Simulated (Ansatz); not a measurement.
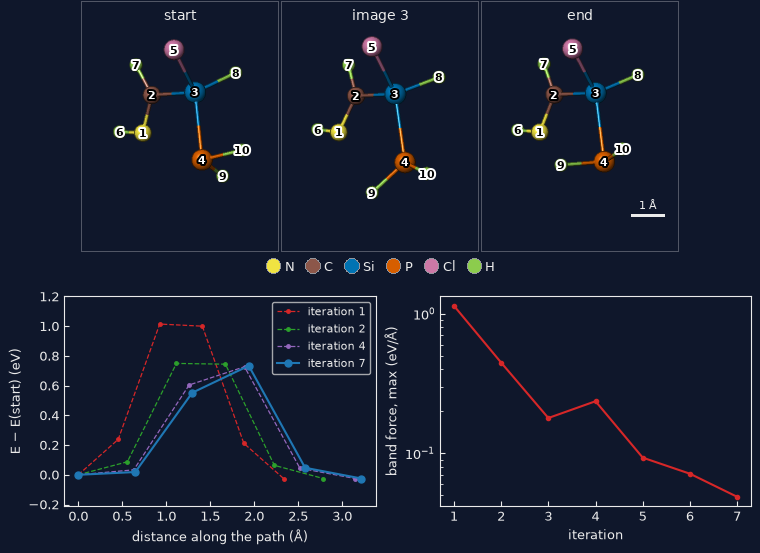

A search for the minimum-energy path of CH$_{5}$ClNPSi by the nudged elastic band. Images are numbered from 0 (start) to 5 (end). The plot follows the band through its iterations. A ball-and-stick model, seen from a free direction.

Method: RKS PBE0-D4/6-31G* in Ansatz. Set-up: 4 movable images; no climbing image; force threshold 0.05 eV/Å; iteration limit 60; starting path by image-dependent pair potential.

**Judge this run.**

The run is converged, with reservations. The band converged in 7 iterations. The largest component of the band force went from 1.1 to 0.049 eV/Å. No image climbed, so the highest image needn't lie on the saddle point, and the true maximum along this path can be higher. The first iteration put the highest image at 1.01 eV. Forward barrier 0.73 eV, backward barrier 0.76 eV, with image 3 at the top; the reaction energy is −0.03 eV.

Cost: 72 s on 2 threads of Intel(R) Xeon(R) Platinum 8488C (Sapphire Rapids) (shared host), peak memory 0.24 GiB.
